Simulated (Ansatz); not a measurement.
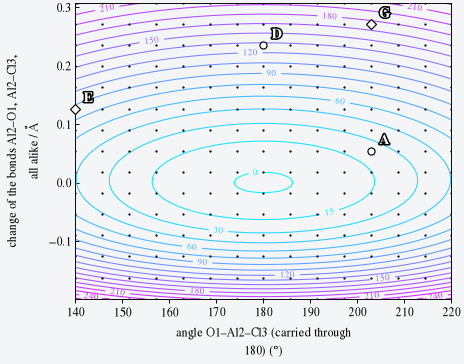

AlClO, SMILES [O]=[Al][Cl]. Coordinates scanned: (1) angle O1–Al2–Cl3 (carried through 180); (2) change of the bonds Al2–O1, Al2–Cl3, all alike. Nothing is relaxed (all other coordinates rigid). The scan uses a 15 × 15 grid; 120 points were computed and 105 follow by symmetry. Points are written as (first, second). Energies are in kJ/mol, from the lowest grid point. Theory: RHF/def2-TZVP in Ansatz.

The picture shows contour lines labelled in kJ/mol, dots at the grid points, lettered points. Between grid points the surface is interpolated.

> Is G the lowest point of the computed grid?

No. G lies 174 kJ/mol above the lowest grid point, which is at (180.0°, 0.018 Å).

> Rank the lettered points by energy, lowest first.

A (23 kJ/mol), E (85 kJ/mol), D (131 kJ/mol), G (174 kJ/mol).
